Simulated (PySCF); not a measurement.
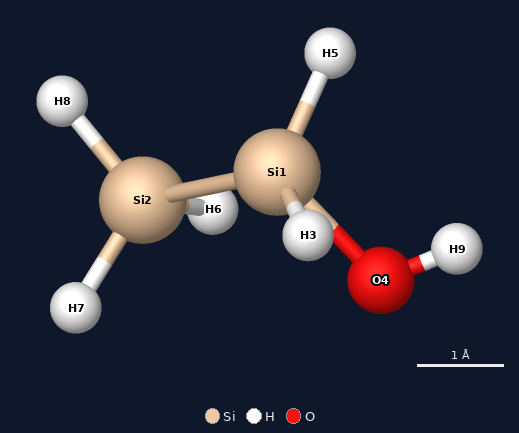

*The starting structure (ball-and-stick view, seen at a tilt; atoms are numbered from 1 in the order of the input).*

Bond lengths as drawn: H–O 0.96 Å, H–Si 1.41 to 1.56 Å, O–Si 1.76 Å and Si–Si 2.38 Å.

# Si2H6O: geometry relaxation (part 1 of 2)

- system: Si2H6O
- method: RKS PBE0-D4/def2-TZVP, density fitting (PySCF 2.14.0)

The geometry is a transition state displaced along its imaginary mode. The reaction was set up to form Si1–H3 and Si1–O4 and to break H3–O4 (atoms counted from 1 in the order of the input); sticks are drawn by distance alone.

### The program's output
```
relax step 1: E = -17891.186629 eV, largest force component 3.2909 eV/A
relax step 2: E = -17892.319667 eV, largest force component 2.4145 eV/A
relax step 3: E = -17893.048107 eV, largest force component 2.7957 eV/A
relax step 4: E = -17893.192980 eV, largest force component 2.3891 eV/A
relax step 5: E = -17893.102673 eV, largest force component 2.8439 eV/A
relax step 6: E = -17893.356452 eV, largest force component 0.7078 eV/A
relax step 7: E = -17893.369071 eV, largest force component 1.3813 eV/A
relax step 8: E = -17893.284487 eV, largest force component 1.8480 eV/A
relax step 9: E = -17893.408886 eV, largest force component 0.6467 eV/A
relax step 10: E = -17893.390870 eV, largest force component 0.7604 eV/A
relax step 11: E = -17893.421703 eV, largest force component 0.3927 eV/A
relax step 12: E = -17893.424076 eV, largest force component 0.4484 eV/A
relax step 13: E = -17893.431995 eV, largest force component 0.3119 eV/A
relax step 14: E = -17893.432164 eV, largest force component 0.2924 eV/A
relax step 15: E = -17893.437764 eV, largest force component 0.0350 eV/A
relax step 16: E = -17893.438509 eV, largest force component 0.0983 eV/A
relax step 17: E = -17893.440077 eV, largest force component 0.1646 eV/A
relax step 18: E = -17893.442382 eV, largest force component 0.1340 eV/A
relax step 19: E = -17893.444012 eV, largest force component 0.0964 eV/A
relax step 20: E = -17893.444885 eV, largest force component 0.0440 eV/A
relax step 21: E = -17893.445205 eV, largest force component 0.0428 eV/A
relax step 22: E = -17893.445348 eV, largest force component 0.0492 eV/A
relax step 23: E = -17893.445411 eV, largest force component 0.0274 eV/A
relax step 24: E = -17893.445469 eV, largest force component 0.0191 eV/A
relax step 25: E = -17893.445530 eV, largest force component 0.0158 eV/A
relax step 26: E = -17893.445636 eV, largest force component 0.0178 eV/A
relax step 27: E = -17893.445724 eV, largest force component 0.0174 eV/A
relax step 28: E = -17893.445780 eV, largest force component 0.0191 eV/A
relax step 29: E = -17893.445814 eV, largest force component 0.0054 eV/A
```

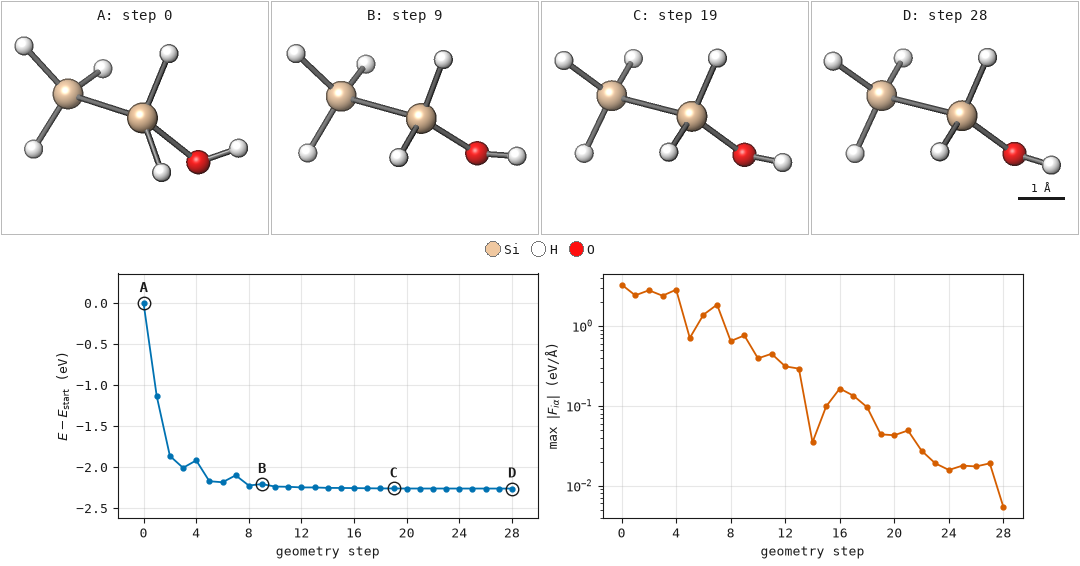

*Frames of the relaxation (ball-and-stick view, seen at a tilt) above the curves, on which the letters mark them (the first geometry is step 0 here and step 1 in the log).*

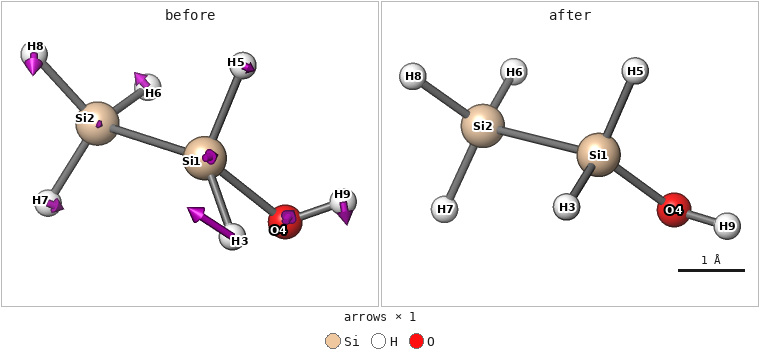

*Before (left) and after (right) the relaxation, at one scale (ball-and-stick view, seen at a tilt). The pink arrows give the displacements, at true length.*

H3 moves most after the best rigid fit: 0.89 Å. Largest moves by element: H 0.89 Å, O 0.33 Å, Si 0.30 Å. Among the contacts that change: Si1–O4 1.756 → 1.654 Å, Si1–H3 1.413 → 1.493 Å, Si1–H5 1.557 → 1.493 Å, Si1–Si2 2.385 → 2.338 Å. Among the angles that change: H3–Si1–O4 62.4° → 111.2°, Si2–Si1–H3 134.5° → 110.5°, H3–Si1–H5 123.6° → 106.6°. Over 28 geometry steps the energy falls by 2.259 eV. Largest force component: 3.3 eV/Å at the start, 0.0054 eV/Å at the end. (Atoms are counted from 1 in the order of the input.)

```
Total energy -17893.445814 eV, <S^2> 0.0000
```

### Trajectory as extended XYZ (Å, eV, eV/Å), 29 frames, from step=1 to step=29
```
9
Properties=species:S:1:pos:R:3:forces:R:3 step=1 energy=-17891.18663
Si   -0.3239    0.9286   -0.0627   -1.2454  -1.8937   0.7727
Si    1.2237   -0.8123    0.4490   -0.0539   0.1821  -0.1317
H    -0.6181    1.6834   -1.2210    1.8122   3.2909  -0.5037
O    -1.4568    0.2422   -1.2154   -0.7263  -1.9260   0.9512
H    -1.0307    1.1425    1.3080    0.4033   0.2561  -0.8552
H     0.3967   -2.0146    0.8082    0.0436   0.2690  -0.0898
H     2.0812   -1.1461   -0.7176    0.0256  -0.0212   0.0268
H     2.0854   -0.4881    1.6234   -0.0424   0.0558  -0.0915
H    -2.3574    0.4644   -0.9720   -0.2166  -0.2138  -0.0783
9
Properties=species:S:1:pos:R:3:forces:R:3 step=2 energy=-17892.31967
Si   -0.4188    0.8238   -0.0892    0.1897   0.1727   0.2427
Si    1.2198   -0.8084    0.4281   -0.0633   0.1387  -0.0317
H    -0.4868    1.8210   -1.1590    1.7839   1.9411   0.6541
O    -1.4716    0.1458   -1.1306   -2.4145  -2.2091  -0.0290
H    -1.0309    1.1736    1.2531    0.1283   0.1441  -0.3393
H     0.4009   -2.0026    0.8100    0.0594   0.1227  -0.0668
H     2.0889   -1.1545   -0.7232    0.0244  -0.0247  -0.0280
H     2.0754   -0.4610    1.6008   -0.0663   0.0838  -0.1021
H    -2.3768    0.4621   -0.9899    0.3592  -0.3695  -0.2991
9
Properties=species:S:1:pos:R:3:forces:R:3 step=3 energy=-17893.04811
Si   -0.4956    0.7298   -0.1149    1.2467   1.9167  -0.3561
Si    1.2206   -0.7959    0.4043   -0.1337   0.0145   0.0211
H    -0.3065    1.9746   -1.0518    0.5799  -0.5139   1.1206
O    -1.5563   -0.0242   -1.0697   -2.7957  -0.4014  -0.0839
H    -1.0137    1.2191    1.2071   -0.1327  -0.1024  -0.1391
H     0.4168   -1.9797    0.8201    0.0819  -0.0783  -0.0119
H     2.0922   -1.1639   -0.7371    0.0147  -0.0034  -0.0538
H     2.0728   -0.4088    1.5675   -0.0961   0.1215  -0.1239
H    -2.4297    0.4490   -1.0250    1.2351  -0.9529  -0.3735
9
Properties=species:S:1:pos:R:3:forces:R:3 step=4 energy=-17893.19298
Si   -0.4759    0.7841   -0.1459    0.2375   1.1792  -1.0771
Si    1.2183   -0.7565    0.3780   -0.0906  -0.0685  -0.0421
H    -0.2669    2.0494   -1.0415    0.3938  -0.7835   0.8235
O    -1.5882   -0.0501   -1.0301    2.0601  -0.9141  -0.0826
H    -0.9729    1.2953    1.1511   -0.2428  -0.0182   0.2110
H     0.4110   -1.9337    0.8053    0.0472  -0.0443   0.0022
H     2.0814   -1.1635   -0.7597    0.0123   0.0455  -0.0234
H     2.0692   -0.3658    1.5366   -0.0287   0.1314  -0.0909
H    -2.4756    0.1409   -0.8938   -2.3891   0.4727   0.2801
9
Properties=species:S:1:pos:R:3:forces:R:3 step=5 energy=-17893.10267
Si   -0.4476    0.8659   -0.1445   -1.8165  -2.8439  -0.8469
Si    1.2108   -0.6989    0.3588    0.1479  -0.0592   0.1236
H    -0.1882    1.8815   -1.1489    0.1768   0.5853  -0.2958
O    -1.6387   -0.3026   -0.7930    0.0959   2.3570   0.6485
H    -0.9925    1.4048    1.1056   -0.0871   0.4109   0.2672
H     0.4607   -1.9056    0.7924   -0.0217   0.0046   0.0422
H     2.0910   -1.1002   -0.7706   -0.0077   0.1307  -0.0308
H     2.0466   -0.2418    1.5040    0.0592   0.0211  -0.0595
H    -2.5423    0.0972   -0.9032    1.4529  -0.6068   0.1510
9
Properties=species:S:1:pos:R:3:forces:R:3 step=6 energy=-17893.35645
Si   -0.4888    0.8129   -0.1478   -0.5798  -0.0345  -0.2652
Si    1.2069   -0.7127    0.3650    0.0439  -0.0471   0.1468
H    -0.1209    1.9454   -1.0759    0.0055  -0.1972   0.3189
O    -1.6090   -0.1640   -0.8957   -0.3386   0.0340   0.0466
H    -1.0389    1.3879    1.1362    0.1226  -0.0397  -0.2830
H     0.4811   -1.9232    0.8532    0.1014   0.0633   0.0251
H     2.0538   -1.1145   -0.7908   -0.0242   0.0725  -0.0062
H     2.0840   -0.1938    1.4593   -0.0384  -0.0476  -0.1062
H    -2.5684   -0.0375   -0.9026    0.7078   0.1958   0.1231
9
Properties=species:S:1:pos:R:3:forces:R:3 step=7 energy=-17893.36907
Si   -0.5438    0.7034   -0.1739    0.2880   0.5735   0.2005
Si    1.2508   -0.7226    0.3503   -0.0774  -0.0902   0.2754
H    -0.2224    1.8740   -1.0600    0.1581  -0.1861   0.1215
O    -1.7195   -0.1953   -0.8961    1.0599  -0.6363  -0.0208
H    -1.0289    1.3242    1.1121   -0.0088  -0.1763  -0.1675
H     0.6163   -1.9554    0.9474    0.2407   0.2534  -0.1433
H     2.0484   -1.0896   -0.8494   -0.0052  -0.0444   0.0189
H     2.1749   -0.1082    1.3756   -0.2745  -0.1052  -0.2815
H    -2.5758    0.1683   -0.8058   -1.3813   0.4115  -0.0035
9
Properties=species:S:1:pos:R:3:forces:R:3 step=8 energy=-17893.28449
Si   -0.5544    0.6796   -0.0648    0.8621   0.4906  -1.5400
Si    1.2309   -0.7667    0.3416    0.0050  -0.1776   0.0910
H    -0.0769    1.8863   -0.9152   -0.1849  -0.5529   0.6723
O    -1.7251   -0.1048   -0.9063   -1.8480   0.5789  -0.4181
H    -1.1701    1.1212    1.1419   -0.2976   0.6109   1.2278
H     0.6940   -2.0519    0.8880    0.1179   0.1061  -0.0410
H     2.0382   -1.0407   -0.8785   -0.0785  -0.0038  -0.0050
H     2.1353   -0.1431    1.3488   -0.0386  -0.0131   0.0094
H    -2.5733    0.4178   -0.9580    1.4635  -1.0392   0.0043
9
Properties=species:S:1:pos:R:3:forces:R:3 step=9 energy=-17893.40889
Si   -0.5354    0.7136   -0.0914   -0.0241   0.2227  -0.6467
Si    1.2275   -0.7536    0.3294    0.0087  -0.0920  -0.0838
H    -0.1018    1.8905   -0.9453   -0.0390  -0.2603   0.3394
O    -1.7207   -0.1315   -0.8767   -0.5646   0.1223  -0.0946
H    -1.1077    1.2222    1.1640    0.0070   0.2431   0.3835
H     0.6811   -2.0201    0.8787    0.0028  -0.0436   0.0366
H     2.0201   -1.0612   -0.8914   -0.0379   0.0198  -0.0110
H     2.1332   -0.1462    1.3318    0.0855   0.0618   0.0925
H    -2.5974    0.2835   -0.9010    0.5625  -0.2730  -0.0164
9
Properties=species:S:1:pos:R:3:forces:R:3 step=10 energy=-17893.39087
Si   -0.5662    0.6905   -0.1147   -0.3417   0.0271   0.1727
Si    1.2391   -0.7438    0.3201    0.2106  -0.1639   0.5361
H    -0.1308    1.8320   -0.9720    0.0112  -0.0236  -0.0082
O    -1.7788   -0.1840   -0.8543   -0.4042   0.4953   0.1986
H    -1.0402    1.3101    1.1866    0.0715  -0.2107  -0.3341
H     0.7584   -2.0103    1.0234    0.2320   0.5365  -0.2885
H     1.9562   -1.1154   -0.9372   -0.0700   0.0043   0.1223
H     2.2245   -0.0068    1.2359   -0.4699  -0.3524  -0.4250
H    -2.6601    0.2299   -0.8954    0.7604  -0.3127   0.0257
9
Properties=species:S:1:pos:R:3:forces:R:3 step=11 energy=-17893.42170
Si   -0.5726    0.7109   -0.1144    0.1550  -0.0914   0.3927
Si    1.2363   -0.7322    0.3145   -0.0576   0.0263   0.1278
H    -0.1527    1.8446   -0.9758    0.0056   0.0877  -0.0982
O    -1.7481   -0.2065   -0.8375   -0.2108   0.2605   0.1531
H    -1.0238    1.3314    1.1928   -0.0202  -0.2070  -0.3400
H     0.7334   -2.0002    0.9312    0.0752   0.1382  -0.0649
H     1.9809   -1.0565   -0.9326   -0.0112  -0.0132   0.0205
H     2.1784   -0.0712    1.2757   -0.1099  -0.0732  -0.1295
H    -2.6283    0.1835   -0.8634    0.1734  -0.1282  -0.0618
9
Properties=species:S:1:pos:R:3:forces:R:3 step=12 energy=-17893.42408
Si   -0.5614    0.7154   -0.0882    0.1348  -0.0979  -0.4484
Si    1.2409   -0.7262    0.3094   -0.0100  -0.0452   0.0043
H    -0.1264    1.8796   -0.9253   -0.0322  -0.0460   0.1128
O    -1.7383   -0.1551   -0.8509    0.2220  -0.2440  -0.1029
H    -1.0908    1.2270    1.1782   -0.1017   0.2549   0.4449
H     0.7419   -1.9898    0.9209    0.0365   0.0305  -0.0084
H     1.9734   -1.0514   -0.9459   -0.0285   0.0074   0.0281
H     2.1923   -0.0793    1.2582   -0.0254  -0.0022  -0.0337
H    -2.6298    0.1809   -0.8643   -0.1952   0.1429   0.0026
9
Properties=species:S:1:pos:R:3:forces:R:3 step=13 energy=-17893.43199
Si   -0.5319    0.7168   -0.0951   -0.3119   0.2111   0.0045
Si    1.2154   -0.7612    0.3093    0.1362  -0.0205  -0.0979
H    -0.0950    1.8768   -0.9337    0.0203  -0.0699   0.0446
O    -1.7349   -0.1423   -0.8410   -0.2301   0.0870  -0.0183
H    -1.0479    1.2963    1.1871    0.0854  -0.0401  -0.0476
H     0.6996   -2.0058    0.9203   -0.0503  -0.1153   0.0653
H     1.9411   -1.1030   -0.9448   -0.0162   0.0058   0.0180
H     2.1693   -0.1273    1.2531    0.0711   0.0409   0.0406
H    -2.6139    0.2522   -0.8686    0.2957  -0.0990  -0.0099
9
Properties=species:S:1:pos:R:3:forces:R:3 step=14 energy=-17893.43216
Si   -0.5881    0.7068   -0.0825    0.2924  -0.0806   0.1662
Si    1.2452   -0.7223    0.2984   -0.1206  -0.0296   0.1295
H    -0.1602    1.8616   -0.9201   -0.0250   0.0621  -0.0092
O    -1.7431   -0.1939   -0.8446   -0.1979   0.0484   0.0477
H    -1.0756    1.2689    1.2211   -0.0219  -0.0739  -0.1456
H     0.7827   -2.0048    0.9204    0.0699   0.1634  -0.0772
H     1.9680   -1.0272   -0.9645   -0.0179  -0.0157  -0.0183
H     2.2033   -0.0572    1.2321   -0.0626  -0.0276  -0.0525
H    -2.6302    0.1718   -0.8812    0.0835  -0.0462  -0.0413
9
Properties=species:S:1:pos:R:3:forces:R:3 step=15 energy=-17893.43776
Si   -0.5619    0.7117   -0.0835    0.0060  -0.0219  -0.0120
Si    1.2351   -0.7402    0.2963    0.0137   0.0258  -0.0107
H    -0.1340    1.8751   -0.9135    0.0031   0.0120   0.0051
O    -1.7447   -0.1633   -0.8396   -0.0029  -0.0120   0.0216
H    -1.0594    1.2655    1.2091   -0.0097   0.0036   0.0202
H     0.7491   -1.9982    0.9226    0.0137  -0.0049   0.0078
H     1.9405   -1.0686   -0.9732   -0.0184  -0.0033   0.0266
H     2.2042   -0.0858    1.2220   -0.0240  -0.0127  -0.0350
H    -2.6270    0.2096   -0.8647    0.0186   0.0136  -0.0243
```
